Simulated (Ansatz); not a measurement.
# HfTeS monolayer, Janus: from the cell to its phonons

Wanted: phonon frequencies of HfTeS monolayer, Janus and what follows from them.

Method: DFT PBEsol, scalar-relativistic, plane waves, PAW; PAW set soft_1, in Ansatz 0.2.0.

## (1) Set-up

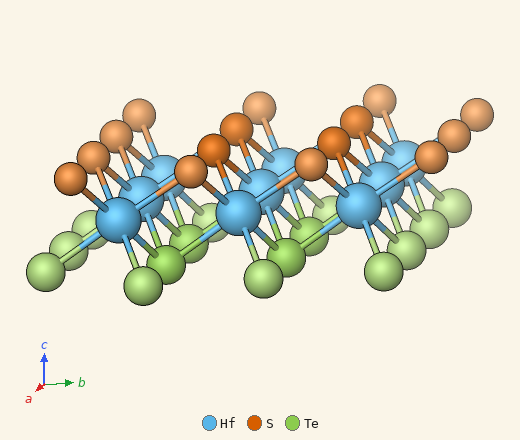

Start, viewed slightly off an axis; hafnium blue, sulfur orange, tellurium green. 2×2×1 cells are drawn. Some periodic images of atoms are drawn too.

The cell holds 3 atoms: 1 Hf, 1 S and 1 Te. Cell: a = 3.720 Å, b = 3.720 Å, c = 20.000 Å, α = 90.0°, β = 90.0°, γ = 120.0°. It derives from HfTeS. Vacuum lies along c.

As a file:

```cif
data_structure
_symmetry_space_group_name_H-M 'P 1'
_symmetry_Int_Tables_number 1
_cell_length_a 3.7200
_cell_length_b 3.7200
_cell_length_c 20.0000
_cell_angle_alpha 90.000
_cell_angle_beta 90.000
_cell_angle_gamma 120.000
_cell_volume 239.69
loop_
_atom_site_label
_atom_site_type_symbol
_atom_site_fract_x
_atom_site_fract_y
_atom_site_fract_z
_atom_site_occupancy
Hf1 Hf 0.00000 0.00000 0.50000 1
S2 S 0.33333 0.66667 0.57500 1
Te3 Te 0.66667 0.33333 0.42000 1
```

## (2) Coarse relaxation

The start is far from rest, so a relaxation with loose tolerances brings it close first.

The program solves this slab on a cell height of its own, 30.0 Å, in place of the one typed.

The input, input.yaml:

```yaml
crystal:
  lattice:
    - [3.72, 0.0, 0.0]
    - [-1.86, 3.22161, 0.0]
    - [0.0, 0.0, 20.0]
  atoms:
    - { symbol: Hf, position: [0.0, 0.0, 0.5] }
    - { symbol: S, position: [0.333333, 0.666667, 0.575] }
    - { symbol: Te, position: [0.666667, 0.333333, 0.42] }
  periodic: [true, true, false]
kpoints:
  mp_grid: { grid: [6, 6, 1] }
hamiltonian:
  xc: pbesol
  pseudopotentials: { kind: paw, azcp: { folder: soft_1 }, xc_functional: pbe }
scf:
  occupations: { method: gaussian, width: 0.1 }
output:
  forces: true
  stress: true
  eigenvalues: true
relax:
  adjacent_minimum: "off"
  f_tol: 0.05
  max_steps: 80
  cell: { stress_2d_tol: 0.02 }
```

On the command line:

```
$ ansatz run input.yaml --threads 4 --pin off --max-ram 16384MiB --backend cpu --events-out ev --progress --plain --runs-dir out
```

Numbers of over 12 decimals in the logs are rounded to 6 here.

What it wrote:

```text
[...]
F+E_penalty+E_count = -23388.79051306 eV   max|allowed force component| = 8.540e-3 eV/Å   (the final SCF, on the basis selected at the relaxed cell)
  cell:  # Å, volume = 360.3026 Å³
    - [3.723983, 2.950216371060443e-19, 0]
    - [-1.861992, 3.225064, 0]
    - [0, 0, 30.0]
  atoms:
    - { symbol: Hf, position: [0, 0, 0.338983] }
    - { symbol: S, position: [0.333333, 0.666667, 0.382494] }
    - { symbol: Te, position: [0.666667, 0.333333, 0.275189] }
[key lines of the parts left out:]
SCF converged after 9 iterations
Free energy (F): -23388.790513 eV
Fermi energy:    -4.726011 eV
P = ½ c Tr σ = 0.0168 N/m
```

Wall time 14 s (4 threads of Arm Neoverse V2, shared host); peak memory 0.67 GiB; 53 s of CPU time.

Step by step:

```
step  energy less that of the first step (eV)  largest force component (eV/Å)  volume (Å³)
   1                                   0.0000                          4.2846       359.53
   2                                  -0.5875                          0.6062       362.22
   3                                  -0.6005                          0.0274       362.91
   4                                  -0.6014                          0.0221       360.70
   5                                  -0.6015                          0.0086       360.30
  6*                                  -0.6015                          0.0085       360.30
```

Relaxation steps marked * repeat the geometry before them on a plane-wave basis chosen anew for their cell, so energy and pressure can jump there.

Forces are held to the 6 operations that the run works with; a distortion that breaks them can't arise in this run.

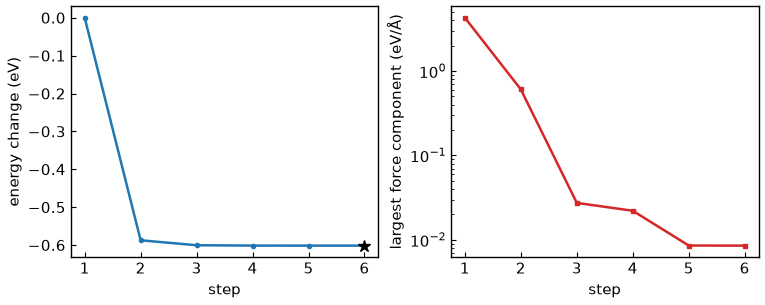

Energy and largest force along the relaxation. Stars mark steps on a basis chosen anew.

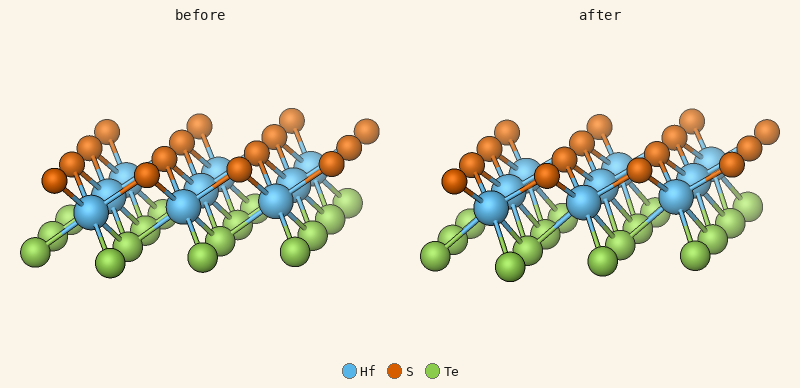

The structure before and after the relaxation, drawn at the same scale.

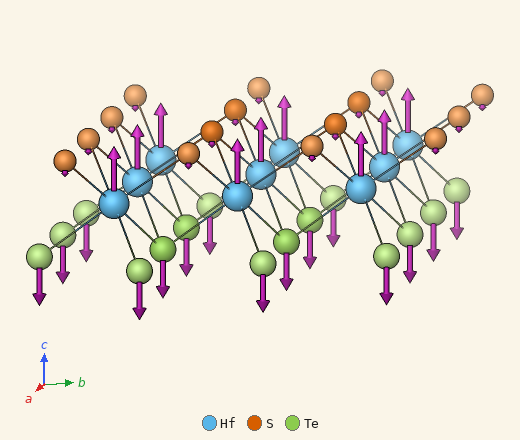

Displacements in the relaxation, exaggerated, measured against the changing cell; the longest in the cell stands for 0.17 Å. 2×2×1 cells are drawn. Some periodic images of atoms are drawn too.

```
cell as run  before  after  change
      a (Å)   3.720  3.724  +0.1 %
      b (Å)   3.720  3.724  +0.1 %
```

The atoms that moved most (Å, along periodic axes as changes of fractional coordinates times the final cell, across vacuum about the mean position):

```
atom     dx     dy      dz  length
 Hf1  0.000  0.000   0.170   0.170
 Te3  0.000  0.000  -0.144   0.144
  S2  0.000  0.000  -0.025   0.025
```

Final coordinates:

```xyz
3
Lattice="3.7240 0.0000 0.0000 -1.8620 3.2251 0.0000 0.0000 0.0000 30.0000" Properties=species:S:1:pos:R:3
Hf    0.0000    0.0000   10.1695
S     0.0000    2.1500   11.4748
Te    1.8620    1.0750    8.2557
```

This step gave:

```
gap on the k-mesh : 0 eV
area per atom     : 4.003 Å²
```

The relaxation ends with a largest force component of 0.0085 eV/Å.

## (3) Relaxation

Harmonic phonons are second derivatives at a point where the forces vanish, and they are wanted at zero stress, so atoms and cell are relaxed first.

The input, input.yaml:

```yaml
crystal:
  lattice:
    - [3.7239833787, 0.0, 0.0]
    - [-1.8619916894, 3.2250642093, 0.0]
    - [0.0, 0.0, 30.0]
  atoms:
    - { symbol: Hf, position: [0.0, 0.0, 0.3389833575] }
    - { symbol: S, position: [0.3333333333, 0.6666666667, 0.3824941259] }
    - { symbol: Te, position: [0.6666666667, 0.3333333333, 0.2751891833] }
  periodic: [true, true, false]
kpoints:
  mp_grid: { grid: [15, 15, 1] }
hamiltonian:
  xc: pbesol
  pseudopotentials: { kind: paw, azcp: { folder: soft_1 }, xc_functional: pbe }
scf:
  occupations: { method: gaussian, width: 0.1 }
output:
  forces: true
  stress: true
  eigenvalues: true
  write_density: true
  write_potential: true
  elf: true
  volumetric_format: npy
relax:
  adjacent_minimum: "off"
  f_tol: 0.005
  max_steps: 80
  cell: { stress_2d_tol: 0.02 }
```

What it wrote:

```text
[...]
Crystal: 3 atoms, lattice volume = 360.303 Å³
Basis set: ecut = 420 eV, 7085 PW (Γ), exchange–correlation on 50×50×432 points (8 copies of the dense FFT grid, shifted against one another)
Bands: 29, of which v1, the nominal top of the filled ones, is band 24 counted from 1 (23 counted from 0)
Symmetry: 6 space group operations
[...]
k-points: 27 of 225 (time reversal used)
[...]
SCF iter   1: F=—  HF=-23389.322706 eV  |F-HF|=—  |Δ(HF+E_count)|=         —  Δρ=1.76e-2  dr2=1.72e0  ethr=3.10e-3  ⟨swp⟩=13.9  Hψ=5507  notcnv=0
[...]
SCF iter  11: F=-23388.807266 eV  HF=-23388.807266 eV  |F-HF|=4.03e-9  |Δ(HF+E_count)|=   2.33e-8  Δρ=2.35e-7  dr2=1.55e-10  ethr=4.98e-12  ⟨swp⟩=10.6  Hψ=6465  notcnv=0
SCF 1 converged in 11 iterations: F = -23388.807266 eV  dr2 = 1.55e-10
[...]
relax step   1: F+E_penalty+E_count = -23388.80726589 eV  Δ(F+E_penalty+E_count) = +0.000e0 eV  max|allowed force component| = 4.190e-2 eV/Å  Δτ_max = 0.0000 Å  P = +0.109 N/m  Ω = 360.303 Å³  fix = [c, alpha, beta]  reactions: c +0.000 N/m  (11 SCF iters, dr2 threshold 1.00e-7 eV, accepted)
Crystal: 3 atoms, lattice volume = 361.569 Å³
[...]
SCF iter   5: F=-23388.807333 eV  HF=-23388.807333 eV  |F-HF|=2.49e-8  |Δ(HF+E_count)|=   1.23e-8  Δρ=3.21e-6  dr2=9.06e-8  ethr=2.29e-10  ⟨swp⟩=18.7  Hψ=9516  notcnv=0
SCF 2 converged in 5 iterations: F = -23388.807333 eV  dr2 = 9.06e-8
relax step   2: F+E_penalty+E_count = -23388.80733308 eV  Δ(F+E_penalty+E_count) = -6.720e-5 eV  max|allowed force component| = 6.216e-2 eV/Å  Δτ_max = 0.0108 Å  P = +0.144 N/m  Ω = 361.569 Å³  energy of the carried Pulay correction = -6.711e-5 eV  fix = [c, alpha, beta]  reactions: c +0.000 N/m  (5 SCF iters, dr2 threshold 1.10e-7 eV, accepted)
Crystal: 3 atoms, lattice volume = 361.823 Å³
Basis set: ecut = 420 eV, 7109 PW (Γ), exchange–correlation on 50×50×432 points (8 copies of the dense FFT grid, shifted against one another)
[...]
SCF iter   4: F=-23388.807534 eV  HF=-23388.807534 eV  |F-HF|=6.23e-8  |Δ(HF+E_count)|=   1.59e-6  Δρ=5.19e-6  dr2=1.77e-7  ethr=5.03e-10  ⟨swp⟩=20.2  Hψ=10057  notcnv=0
SCF 3 converged in 4 iterations: F = -23388.807534 eV  dr2 = 1.77e-7
relax step   3: F+E_penalty+E_count = -23388.80753361 eV  Δ(F+E_penalty+E_count) = -2.005e-4 eV  max|allowed force component| = 2.172e-2 eV/Å  Δτ_max = 0.0041 Å  P = +0.010 N/m  Ω = 361.823 Å³  energy of the carried Pulay correction = -8.058e-5 eV  fix = [c, alpha, beta]  reactions: c +0.000 N/m  (4 SCF iters, dr2 threshold 2.42e-7 eV, accepted)
[...]
relax step   4: F+E_penalty+E_count = -23388.80754768 eV  Δ(F+E_penalty+E_count) = -1.407e-5 eV  max|allowed force component| = 9.052e-4 eV/Å  Δτ_max = 0.0015 Å  P = +0.006 N/m  Ω = 362.015 Å³  energy of the carried Pulay correction = -9.073e-5 eV  fix = [c, alpha, beta]  reactions: c +0.000 N/m  (5 SCF iters, dr2 threshold 2.95e-8 eV, accepted)
[...]
SCF iter   9: F=-23388.807645 eV  HF=-23388.807645 eV  |F-HF|=3.64e-11  |Δ(HF+E_count)|=   4.04e-9  Δρ=9.73e-9  dr2=3.13e-13  ethr=1.00e-12  ⟨swp⟩=7.9  Hψ=4629  notcnv=0
SCF 5 converged in 9 iterations: F = -23388.807645 eV  dr2 = 3.13e-13
relax step   5: F+E_penalty+E_count = -23388.80764451 eV  Δ(F+E_penalty+E_count) = -9.683e-5 eV  max|allowed force component| = 9.595e-4 eV/Å  Δτ_max = 0.0000 Å  P = +0.006 N/m  Ω = 362.015 Å³  fix = [c, alpha, beta]  reactions: c +0.000 N/m  stress off target by 6.32e-3 N/m on what of the cell is left free  SCF on the basis re-selected at this cell (its energy is not comparable with the rows above)  (9 SCF iters)
[...]
WARN: The output density's exchange-correlation potential varies sharply where the density is thin. Do not read a vacuum level from v_tot or v_xc, or from such a field of the output density. On a cell that repeats whose density bears no net charge and no dipole along the vacuum's axis use v_es (v_loc + v_h of the components); under efield.dipole_correction with no amplitude use v_es + v_field, which holds any externa [...]
SCF converged after 9 iterations
Free energy (F): -23388.807645 eV
[...]
Internal energy: -23388.802933 eV  (E = F + TS)
E sigma→0 (E₀):  -23388.805289 eV
Entropy (-TS):   -0.004711 eV (-1.570 meV/atom)
Fermi energy:    -4.720472 eV
[...]
--- Forces (eV/Å), atoms counted from 1 ---
  atom   1  Hf     0.00000000    -0.00000000     0.00053037
  atom   2  S      0.00000000    -0.00000000    -0.00095948
  atom   3  Te     0.00000000     0.00000000     0.00042905
  max |Σ_I F_I| component: 6.21e-8 eV/Å
--- 2D stress c σ (N/m, compression-positive) ---
        0.006323      -0.000000      -0.000000
       -0.000000       0.006323       0.000000
       -0.000000       0.000000       0.000000
  P = ½ c Tr σ = 0.0063 N/m
--- Band table (eV; the first three rows and the last of 27) ---
  k-point 0: bands = [... 20 lower, -8.4344, -6.9103, -4.4082, -4.4082, -3.9182, -3.9182, -3.2640, -1.3222, ... 1 higher]
  k-point 1: bands = [... 20 lower, -8.4182, -6.8004, -4.9943, -4.7060, -3.8191, -3.6035, -3.0794, -1.1861, ... 1 higher]
  k-point 2: bands = [... 20 lower, -8.3772, -6.6355, -5.9010, -5.1047, -3.9269, -3.1665, -2.8303, -1.2211, ... 1 higher]
  k-point 26: bands = [... 20 lower, -8.9530, -7.7836, -7.6972, -7.2511, -3.1639, -2.9194, -2.6598, -0.6250, ... 1 higher]
--- Relaxed structure (4 steps of the walk, 4 accepted, 1 SCFs on fresh bases) ---
[...]
cell:  # Å, volume = 362.0153 Å³
    - [3.732824, 2.893609768998171e-11, 0]
    - [-1.866412, 3.232721, 0]
    - [0, 0, 30.0]
  atoms:
    - { symbol: Hf, position: [0, 0, 0.338932] }
    - { symbol: S, position: [0.333333, 0.666667, 0.382305] }
    - { symbol: Te, position: [0.666667, 0.333333, 0.275429] }
```

It took 44 s on 4 threads; peak memory 0.8 GiB; 2.9 min of CPU time.

Relaxation path:

```
step  energy less that of the first step (eV)  largest force component (eV/Å)  volume (Å³)
   1                                   0.0000                          0.0419       360.30
   2                                  -0.0001                          0.0622       361.57
   3                                  -0.0003                          0.0217       361.82
   4                                  -0.0003                          0.0009       362.02
  5*                                  -0.0004                          0.0010       362.02
```

Relaxation steps marked * repeat the geometry before them on a plane-wave basis chosen anew for their cell, so energy and pressure can jump there.

Forces are held to the 6 operations that the run works with; a distortion that breaks them can't arise in this run.

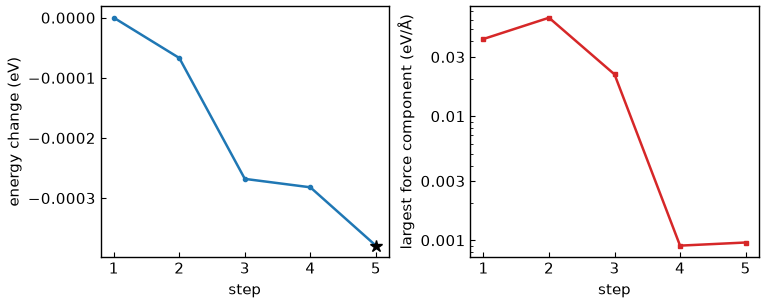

Energy and largest force along the relaxation. Stars mark steps on a basis chosen anew.

```
cell as run  before  after  change
      a (Å)   3.724  3.733  +0.2 %
      b (Å)   3.724  3.733  +0.2 %
```

Final coordinates:

```cif
data_structure
_symmetry_space_group_name_H-M 'P 1'
_symmetry_Int_Tables_number 1
_cell_length_a 3.7328
_cell_length_b 3.7328
_cell_length_c 30.0000
_cell_angle_alpha 90.000
_cell_angle_beta 90.000
_cell_angle_gamma 120.000
_cell_volume 362.02
loop_
_atom_site_label
_atom_site_type_symbol
_atom_site_fract_x
_atom_site_fract_y
_atom_site_fract_z
_atom_site_occupancy
Hf1 Hf 0.00000 0.00000 0.33893 1
S2 S 0.33333 0.66667 0.38231 1
Te3 Te 0.66667 0.33333 0.27543 1
```

This step gave:

| Item | Value |
| --- | --- |
| area per atom | 4.022 Å² |

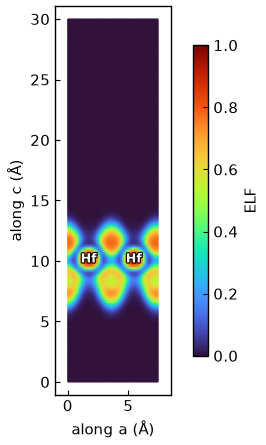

ELF in the ac plane at fractional y = 0.000, with atoms of Hf within 0.2 Å of it. It is the smooth field of the valence electrons, not physical close to the nuclei. The map starts off the cell's origin, so that atoms lie inside it.

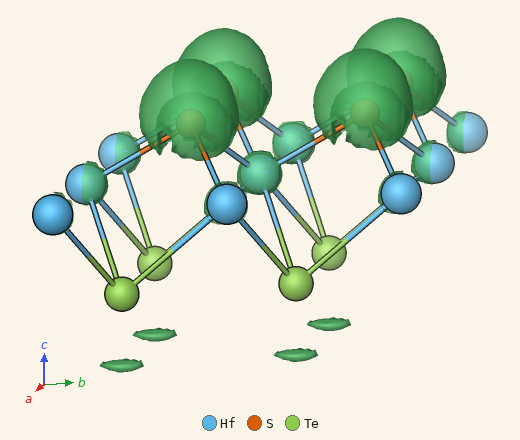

Surface of ELF = 0.83. 2×2×1 cells are drawn.

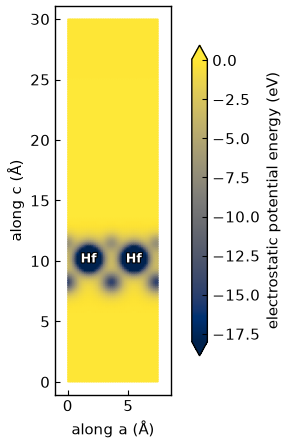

Electrostatic potential energy in the ac plane at fractional y = 0.000, with atoms of Hf within 0.2 Å of it. With pseudopotentials it is smooth inside the atoms' cores, unlike the true potential. The map starts off the cell's origin, so that atoms lie inside it.

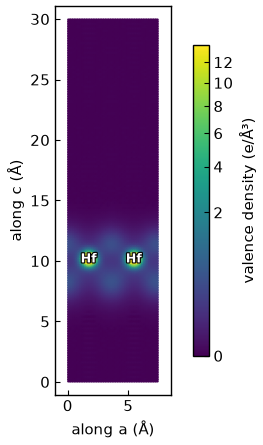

Valence density in the ac plane at fractional y = 0.000, with atoms of Hf within 0.2 Å of it. It is the smooth field of the valence electrons, not physical close to the nuclei. The map starts off the cell's origin, so that atoms lie inside it. The colour scale is stretched toward low values.

## (4) Relaxing to small forces for the phonons

Phonons need a cell at rest on their own settings, so the relaxation is repeated with tight tolerances on forces and stress on the k mesh and occupations of the first response run.

input.yaml, the sections that differ from step 3:

```yaml
crystal:
  lattice:
    - [3.7328242436, 0.0, 0.0]
    - [-1.8664121218, 3.2327206228, 0.0]
    - [0.0, 0.0, 30.0]
  atoms:
    - { symbol: Hf, position: [0.0, 0.0, 0.3389322551] }
    - { symbol: S, position: [0.3333333333, 0.6666666667, 0.382305167] }
    - { symbol: Te, position: [0.6666666667, 0.3333333333, 0.2754292446] }
  periodic: [true, true, false]
kpoints:
  mp_grid: { grid: [18, 18, 1] }
scf:
  occupations: { method: methfessel_paxton, width: 0.2 }
relax:
  adjacent_minimum: "off"
  f_tol: 0.001
  max_steps: 60
  cell: { stress_2d_tol: 0.002 }
# hamiltonian, output: as in step 3
```

What it wrote:

```text
[...]
Crystal: 3 atoms, lattice volume = 362.015 Å³
Basis set: ecut = 420 eV, 7109 PW (Γ), exchange–correlation on 50×50×432 points (8 copies of the dense FFT grid, shifted against one another)
Bands: 29, of which v1, the nominal top of the filled ones, is band 24 counted from 1 (23 counted from 0)
Symmetry: 6 space group operations
[...]
k-points: 37 of 324 (time reversal used)
[...]
--- Relaxed structure (5 steps of the walk, 5 accepted, 1 SCFs on fresh bases) ---
[...]
cell:  # Å, volume = 362.6566 Å³
    - [3.736129, 0.0, 0]
    - [-1.868065, 3.235583, 0]
    - [0, 0, 30.0]
  atoms:
    - { symbol: Hf, position: [0, 0, 0.338923] }
    - { symbol: S, position: [0.333333, 0.666667, 0.382224] }
    - { symbol: Te, position: [0.666667, 0.333333, 0.275520] }
[key lines of the parts left out:]
SCF converged after 10 iterations
Free energy (F): -23388.804992 eV
Fermi energy:    -4.710166 eV
P = ½ c Tr σ = 0.0005 N/m
```

Wall time 67 s (4 threads); peak memory 0.87 GiB; 4.4 min of CPU time.

Little changed from the start: no atom moved by 0.005 Å and no cell edge by 0.1 %.

This step gave:

* area per atom: 4.03 Å²

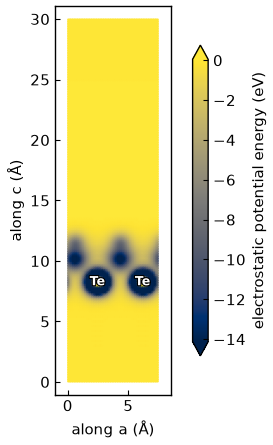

Electrostatic potential energy in the ac plane at fractional y = 0.333, with atoms of Te within 0.2 Å of it. With pseudopotentials it is smooth inside the atoms' cores, unlike the true potential.

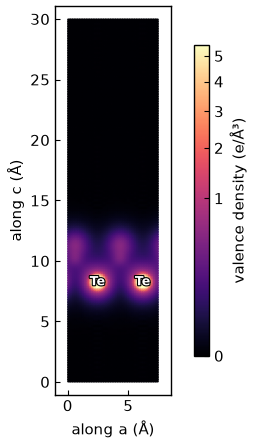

Valence density in the ac plane at fractional y = 0.333, with atoms of Te within 0.2 Å of it. It is the smooth field of the valence electrons, not physical close to the nuclei. The colour scale is stretched toward low values.

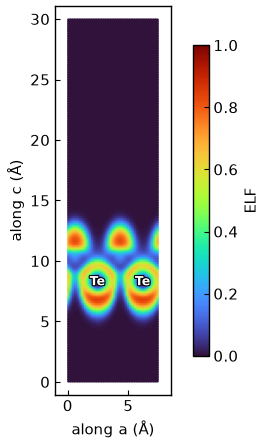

ELF in the ac plane at fractional y = 0.333, with atoms of Te within 0.2 Å of it. It is the smooth field of the valence electrons, not physical close to the nuclei.

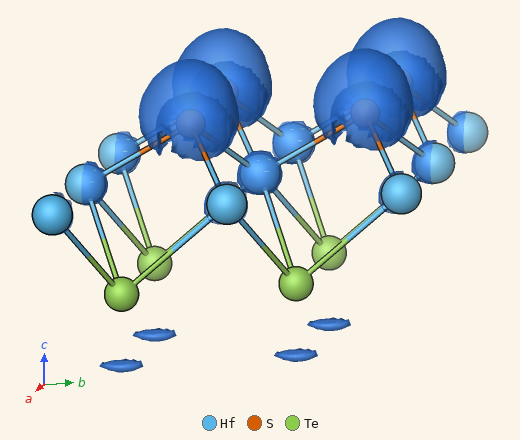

Surface of ELF = 0.83. 2×2×1 cells are drawn.

The largest force component left is 0.038 meV/Å, within the tolerances set.

(Continued in part 2 of 3.)

[Logs are printed without paths, hosts, clocks, repeated set-up lines and the standing remarks that a program may print on its own settings, such as how far it seeks lower states.]

[Hosts, paths, dates, database ids (printed as entryN), source tags and the programs' standing remarks are cut or masked in the printed files.]
